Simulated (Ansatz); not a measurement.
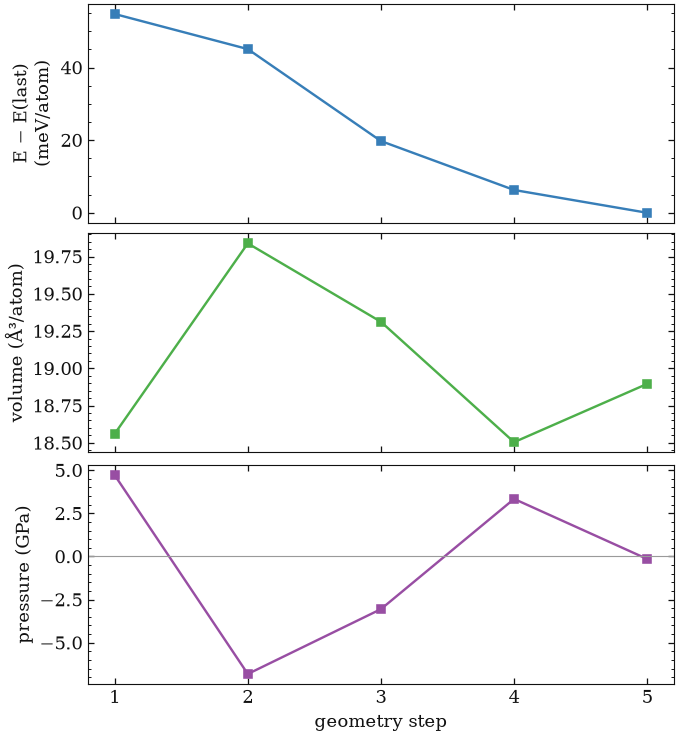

History of a geometry optimisation. The run: HfW (P-6m2, 2 atoms in the cell), by Ansatz, DFT PBE, scalar-relativistic, plane waves, PAW; cutoff 420 eV, 6×6×4 k-mesh, Gaussian smearing of 0.1 eV. Atoms and cell relax. A closing SCF on a freshly chosen basis isn't drawn.

The optimisation met its thresholds at geometry 5, counting the start as the first. The energy fell by about 55 meV/atom from the first step to the last. All forces vanish by symmetry, so only the cell moves. The volume grows from 18.6 to 18.9 Å³ per atom (+2 %), overshooting to 19.8 at step 2, as the pressure goes from 4.7 GPa to −0.15 GPa.
